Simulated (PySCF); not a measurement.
**C$_{4}$H$_{4}$, SMILES `C=C1C=C1`: what the electrons do**

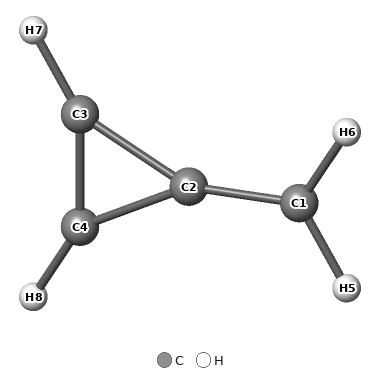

The molecule, with its atoms numbered as below. No frequency check shows the geometry to be a minimum.

Cartesian coordinates (Å):

```
C1      -1.5796    0.0002    0.0000
C2      -0.2704   -0.0005    0.0000
C3       1.0197   -0.6618    0.0000
C4       1.0198    0.6620    0.0000
H5      -2.1417    0.9183    0.0000
H6      -2.1418   -0.9177    0.0000
H7       1.5730   -1.5700    0.0000
H8       1.5731    1.5702    0.0000
```

## 1. Bonding charge

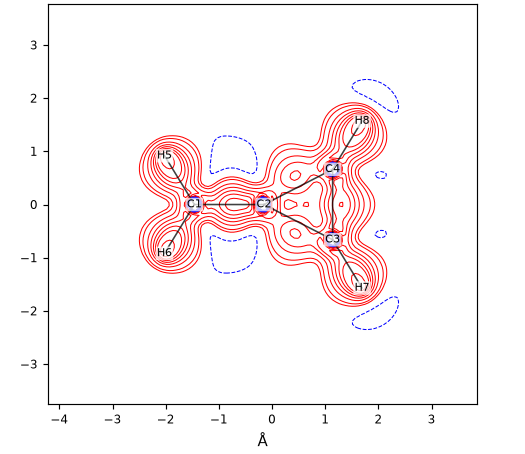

Deformation density (molecule less spherical, spin-averaged free atoms) in the molecular plane; contours at ±0.05 to ±0.8 e/Å³; solid red lines: gain, dashed blue lines: loss.

PySCF calculation, PBE0/6-311G**, gas phase; geometry: GFN2-xTB.

Q: How much density has each bond in this plane gained at its critical point, relative to the free atoms?

A: C3–H7 and C4–H8: +0.75 e/Å³ at the bond critical point (bond length 1.06 Å, Mayer order 1.0). C1–H6 and C1–H5: +0.69 e/Å³ at the bond critical point (bond length 1.08 Å, Mayer order 1.0). C1–C2: +0.59 e/Å³ at the bond critical point (bond length 1.31 Å, Mayer order 1.9). C3–C4: +0.57 e/Å³ at the bond critical point (bond length 1.32 Å, Mayer order 1.7). C2–C3 and C2–C4: +0.35 e/Å³ at the bond critical point (bond length 1.45 Å, Mayer order 1.0). In all, 1.8 electrons gather in the regions of gain relative to the promolecule.

Q: Where do the Hirshfeld charges lie?

A: The highest Hirshfeld charge is on H7 and H8 (+0.09 e), the lowest on C1 (−0.19 e).

```csv
atom,charge (e)
C1,−0.19
C2,−0.01
C3,−0.02
C4,−0.02
H5,+0.03
H6,+0.03
H7,+0.09
H8,+0.09
```

## 2. Bond critical points

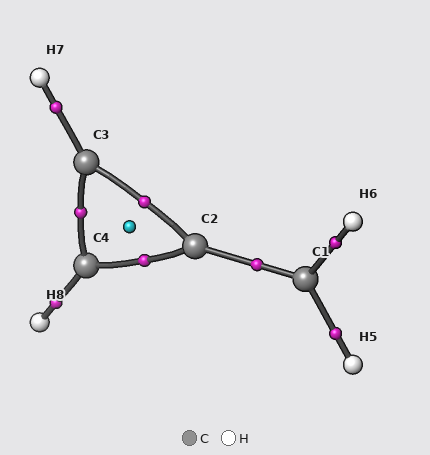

Molecular graph of the electron density (QTAIM): bond paths, bond critical points (magenta), ring points (cyan, if any); weak paths are dashed.

Q: How many critical points of each kind are there, and does the count close?

A: 8 nuclei, 8 bond, 1 ring and 0 cage critical points: 8 − 8 + 1 − 0 = 1, as the Poincaré–Hopf relation requires.

Q: Give the properties at the bond critical points.

A:
```json
{"bond": "C1–C2", "length (Å)": "1.309", "ρ (a.u.)": "0.340", "∇²ρ (a.u.)": "−0.99", "ε": "0.44", "H (a.u.)": "−0.427"}
{"bond": "C3–C4", "length (Å)": "1.324", "ρ (a.u.)": "0.330", "∇²ρ (a.u.)": "−0.83", "ε": "0.11", "H (a.u.)": "−0.379"}
{"bond": "C3–H7 (2 alike)", "length (Å)": "1.063", "ρ (a.u.)": "0.289", "∇²ρ (a.u.)": "−1.05", "ε": "0.01", "H (a.u.)": "−0.297"}
{"bond": "C1–H6 (2 alike)", "length (Å)": "1.076", "ρ (a.u.)": "0.279", "∇²ρ (a.u.)": "−0.95", "ε": "0.04", "H (a.u.)": "−0.282"}
{"bond": "C2–C3 (2 alike)", "length (Å)": "1.450", "ρ (a.u.)": "0.259", "∇²ρ (a.u.)": "−0.45", "ε": "0.35", "H (a.u.)": "−0.233"}
```

Q: What kind of interaction is C3–H7?

A: Shared-shell (covalent): ρ = 0.289, ∇²ρ = −1.05, H = −0.297 a.u.

## 3. Local ionisation energy

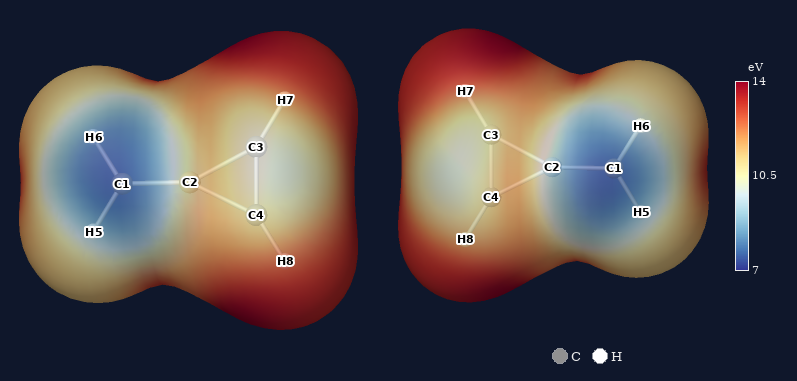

Average local ionisation energy on the surface of electron density 0.001 a.u. (back view left, front view right).

Q: Locate the minima of the map.

A: The lowest value is 7.3 eV, off the molecular plane, over C1 (2.1 Å), and at like points elsewhere. Further minima include 10.0 eV, off the C3–C4 bond (2.1 to 2.2 Å from its atoms), and at like points elsewhere. For comparison, the highest occupied orbital lies at −6.0 eV.

Q: What volume does the surface enclose, and what is the dipole moment?

A: About 86 Å³; the dipole moment is 2.0 D.

## 4. Excited states

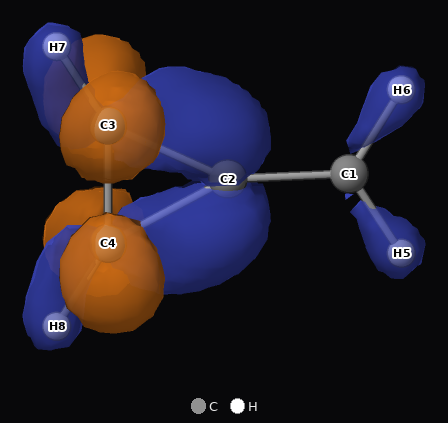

Unrelaxed difference density of S₂ less the ground state (TDA singlet states), ±0.06 e/Å³; orange: gain, blue: loss.

Computed with PySCF, CAM-B3LYP/def2-SVP, geometry: GFN2-xTB. Without diffuse functions Rydberg states are missing, so the states' numbers hold for this basis only.

Q: How does the charge move on excitation?

A: 0.75 e is displaced in all, of which about 0.4 e passes between atoms: C2 (0.25 e) and C1 (0.08 e) lose electrons and C3 and C4 (0.20 e each) gain them. The state: 6.34 eV (196 nm), f = 0.001 (very weak), σ → π*; the leading pair carries 99 %; hole on C2 (32 %), C3 and C4 (20 % each) and C1 (8 %), electron on C3 and C4 (40 % each), C2 (7 %) and H7 and H8 (6 % each); their centroids lie 0.9 Å apart.

The PySCF runs shown took 4.5 s and 39 s on 1 thread of Intel(R) Xeon(R) 6975P-C (Granite Rapids) (shared host).
